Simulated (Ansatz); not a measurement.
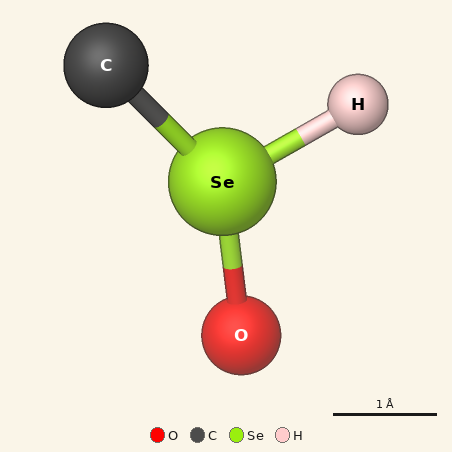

Atoms fade into the background with distance from the viewer. State: neutral, doublet. Computed geometry: PBE-D4/def2-SVP optimisation. No frequency run is at hand to confirm it as a minimum. Masses are those of the most abundant isotopes; constants are for the rigid equilibrium geometry.

> Classify the rotor and give the rotational constants (cm⁻¹).

An asymmetric top (Cs): A = 2.09, B = 0.223, C = 0.201 cm⁻¹. Ray's parameter κ is −0.98, close to the prolate limit.
